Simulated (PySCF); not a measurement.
Molecule: C4H14Al2O2, singlet. Atoms near the plane z = 0.8 Å, at the GFN2-xTB optimised geometry (x, y, z in Å): Al1 (0.7, -1.2, 0.0), Al2 (-0.7, 1.2, 0.0), C5 (2.6, -1.2, 0.0), H6 (3.0, -1.8, 0.9), H7 (3.1, -0.3, 0.0), C9 (-0.5, -2.9, 0.0), H10 (-0.3, -3.5, 0.9), H12 (-1.6, -2.7, 0.0), O13 (0.0, 0.0, 1.2), C15 (0.5, 2.9, 0.0), H16 (0.2, 3.5, 0.9), H18 (1.6, 2.7, 0.0), C19 (-2.6, 1.2, 0.0), H20 (-3.0, 1.8, 0.9), H21 (-3.1, 0.3, 0.0).

Calculation: B3LYP/def2-SVP in PySCF 2.14.0. The values are rescaled to run from 0 to 1.

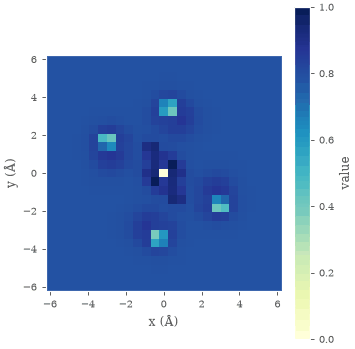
Fig. 1. a field on the plane z = 0.8 Å.

Question: Which quantity is mapped?
A) Laplacian of the electron density
B) log10 of the electron density
C) electrostatic potential
D) electron localisation function

Answer: A, Laplacian of the electron density. In full: Laplacian of the electron density (e/bohr⁵).
